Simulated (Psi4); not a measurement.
# TPSS/cc-pVTZ (density fitting, sweep point 9) run of C2F4 (tetrafluoroethylene)

What is the vertical ionisation energy of C2F4 (tetrafluoroethylene) at TPSS/cc-pVTZ (density fitting, sweep point 9)? 

The results are computed with Psi4 1.11.

## 1. The molecule

C2F4 has 6 atoms, charge 0, and is taken as a singlet. As SMILES, `FC(F)=C(F)F`. Geometry: relaxed at PBE0-D4/def2-TZVP.

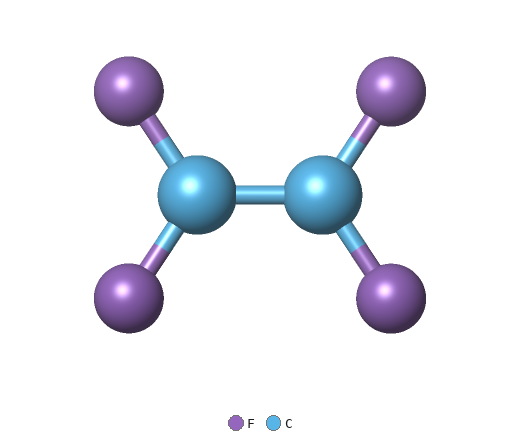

Viewed from a chosen angle; fluorine purple, carbon blue.

## 2. The energy at TPSS/cc-pVTZ (density fitting, sweep point 9)

run.py

```python
import psi4

psi4.set_memory('1600 MB')
psi4.set_num_threads(1)
psi4.set_output_file('output.dat', False)

m = psi4.geometry("""
0 1
F      1.169200    -1.134500    -0.708000
C      0.202500    -0.640200     0.025700
F     -0.337500    -1.520600     0.832300
C     -0.188400     0.618800    -0.041100
F      0.351500     1.499300    -0.847600
F     -1.155200     1.113100     0.692600
units angstrom
symmetry c1
""")

psi4.set_options({
    'basis': 'cc-pVTZ',
    'reference': 'rks',
    'puream': True,
    'scf_type': 'df',
    'dft_radial_points': 99,
    'dft_spherical_points': 590,
})

e_tot = psi4.energy('tpss', molecule=m)
print(f'total energy {e_tot:.8f} hartree = {e_tot * 27.211386:.5f} eV')
```

The run is started by

```console
$ python run.py
```

output.dat:

```text
[...]
  Running in c1 symmetry.
[...]
  Nuclear repulsion =  245.555220689731556
[...]
  Multiplicity = 1
[...]
  Nalpha       = 24
  Nbeta        = 24
[...]
    Number of basis functions: 180
[...]
   @DF-RKS iter   1:  -475.64593083412228    1.46875e-02   2.92742e-03 DIIS/ADIIS
[...]
   @DF-RKS iter   7:  -475.74128938386872   -1.69213e-08   3.12012e-07 DIIS
[...]
    Orbital Energies [Eh]
    ---------------------
    Doubly Occupied:
       1A    -24.465566     2A    -24.465549     3A    -24.465546
       4A    -24.465522     5A    -10.161889     6A    -10.161176
       7A     -1.238627     8A     -1.224968     9A     -1.182712
      10A     -1.172029    11A     -0.749050    12A     -0.611370
      13A     -0.568774    14A     -0.563350    15A     -0.521129
      16A     -0.507596    17A     -0.462951    18A     -0.434232
      19A     -0.411572    20A     -0.405803    21A     -0.402602
      22A     -0.399315    23A     -0.382628    24A     -0.221865
[...]
  @DF-RKS Final Energy:  -475.74128938386872
   => Energetics <=
    Nuclear Repulsion Energy =            245.5552206897315557
    One-Electron Energy =               -1147.2303355901783561
    Two-Electron Energy =                 478.7066796448150967
    DFT Exchange-Correlation Energy =     -52.7728541282370003
    Empirical Dispersion Energy =           0.0000000000000000
    VV10 Nonlocal Energy =                  0.0000000000000000
    Total Energy =                       -475.7412893838687182
[...]
 Multipole Moments:
 ------------------------------------------------------------------------------------
     Multipole            Electronic (a.u.)      Nuclear  (a.u.)        Total (a.u.)
 ------------------------------------------------------------------------------------
 L = 1.  Multiply by 2.5417464519 to convert [e a0] to [Debye]
 Dipole X            :          0.0000837            0.0000453            0.0001290
 Dipole Y            :          0.0000518           -0.0000226            0.0000292
 Dipole Z            :         -0.0001039           -0.0000226           -0.0001266
 Magnitude           :                                                    0.0001831
[...]
```

The script printed:

```text
total energy -475.74128938 hartree = -12945.57986 eV
```

It took 62 s on 1 thread of Intel Xeon Platinum 8223CL at 3.00GHz (Skylake/Cascade Lake), shared host; peak memory 1.1 GiB.

## 3. The doublet cation

c2f4.py

```python
import psi4

psi4.set_memory('1600 MB')
psi4.set_num_threads(1)
psi4.core.set_output_file('run.log', False)

mol = psi4.geometry("""
1 2
F      1.169200    -1.134500    -0.708000
C      0.202500    -0.640200     0.025700
F     -0.337500    -1.520600     0.832300
C     -0.188400     0.618800    -0.041100
F      0.351500     1.499300    -0.847600
F     -1.155200     1.113100     0.692600
units angstrom
symmetry c1
""")

psi4.set_options({
    'basis': 'cc-pVTZ',
    'reference': 'uks',
    'puream': True,
    'scf_type': 'df',
    'dft_radial_points': 99,
    'dft_spherical_points': 590,
    'maxiter': 100,
})

result, w = psi4.energy('tpss', return_wfn=True)
print(f'total energy {result:.8f} hartree = {result * 27.211386:.5f} eV')
```

The run is started by

```console
$ python c2f4.py
```

run.log:

```text
[...]
  Running in c1 symmetry.
[...]
  Nuclear repulsion =  245.555220689731556
[...]
  Multiplicity = 2
[...]
  Nalpha       = 24
  Nbeta        = 23
[...]
    Number of basis functions: 180
[...]
   @DF-UKS iter   1:  -475.35367124794345    3.06947e-01   1.75731e-03 ADIIS/DIIS
[...]
   @DF-UKS iter   7:  -475.38045549958503   -1.93566e-07   9.55070e-07 DIIS
[...]
   @S^2 Observed:                7.519117213E-01
[...]
    Orbital Energies [Eh]
    ---------------------
    Alpha Occupied:
       1A    -24.764029     2A    -24.764023     3A    -24.763917
       4A    -24.763903     5A    -10.508074     6A    -10.507355
       7A     -1.529879     8A     -1.513622     9A     -1.470536
      10A     -1.458957    11A     -1.083534    12A     -0.894271
      13A     -0.856485    14A     -0.849765    15A     -0.812640
      16A     -0.802272    17A     -0.753609    18A     -0.710011
      19A     -0.697181    20A     -0.691634    21A     -0.683288
      22A     -0.677537    23A     -0.658351    24A     -0.545996
    Alpha Virtual:
      25A     -0.325433    26A     -0.272803    27A     -0.212403
[...]
  @DF-UKS Final Energy:  -475.38045549958503
   => Energetics <=
    Nuclear Repulsion Energy =            245.5552206897315557
    One-Electron Energy =               -1133.3005080191460365
    Two-Electron Energy =                 464.6911156805697374
    DFT Exchange-Correlation Energy =     -52.3262838507402392
    Empirical Dispersion Energy =           0.0000000000000000
    VV10 Nonlocal Energy =                  0.0000000000000000
    Total Energy =                       -475.3804554995850253
  UHF NO Occupations:
  HONO-2 :   22  A 1.9997544
  HONO-1 :   23  A 1.9997193
[...]
 Multipole Moments:
 ------------------------------------------------------------------------------------
     Multipole            Electronic (a.u.)      Nuclear  (a.u.)        Total (a.u.)
 ------------------------------------------------------------------------------------
 L = 1.  Multiply by 2.5417464519 to convert [e a0] to [Debye]
 Dipole X            :         -0.0002708            0.0000453           -0.0002255
 Dipole Y            :         -0.0001755           -0.0000226           -0.0001982
 Dipole Z            :          0.0003185           -0.0000226            0.0002958
 Magnitude           :                                                    0.0004215
[...]
```

Standard output:

```text
total energy -475.38045550 hartree = -12935.76107 eV
```

Wall time 85 s (1 thread of Intel Xeon Platinum 8223CL at 3.00GHz (Skylake/Cascade Lake), shared host); peak memory 1.1 GiB.

## 4. Results

At TPSS/cc-pVTZ (density fitting, sweep point 9):

| quantity | value |
| --- | --- |
| singlet C2F4: total energy | -475.74129 Eh |
| singlet C2F4: dipole moment | 0.00 D |
| singlet C2F4: HOMO energy | -6.04 eV |
| singlet C2F4: LUMO energy | 0.07 eV |
| singlet C2F4: HOMO–LUMO gap | 6.11 eV |
| doublet cation: total energy | -475.38046 Eh |
| doublet cation: HOMO energy (highest over α and β) | -14.86 eV |
| doublet cation: LUMO energy (lowest over α and β) | -13.57 eV |
| doublet cation: ⟨S²⟩ | 0.752 |
| vertical ionisation energy (to the doublet cation) | 9.819 eV |

The vertical ionisation energy comes to 9.82 eV (947 kJ/mol). The negative HOMO energy of the first species, 6.04 eV, lies 3.78 eV below that difference.
